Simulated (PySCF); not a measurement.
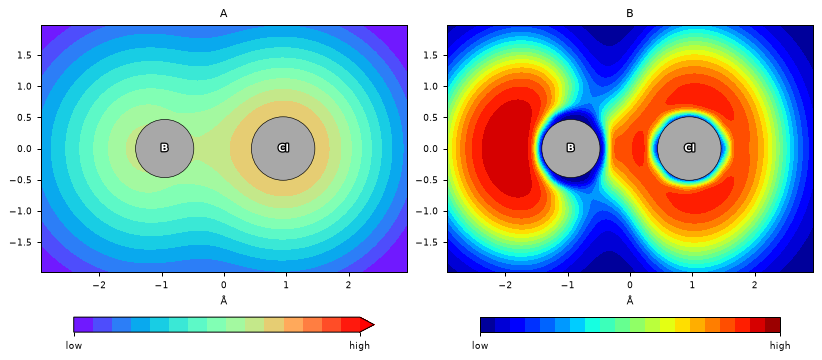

BCl (charge −1, doublet): 2 fields on a plane that holds the molecular axis, with unlabelled colour scales. Grey discs cover the atomic cores.

These are results of PySCF 2.14.0, PBE0/def2-TZVPPD, non-relativistic Hamiltonian with scalar-relativistic core potentials where named, at a bond length of 1.899 Å, not measurements.

Which field does each panel show? The fields are: electron density and electron localisation function.

Panel A: electron density. Panel B: electron localisation function. From the grid: B–Cl (1.90 Å): ρ is about 1 e/Å³ halfway; the ELF peaks at about 0.85 between the atoms: a shared but strongly polarised pair.
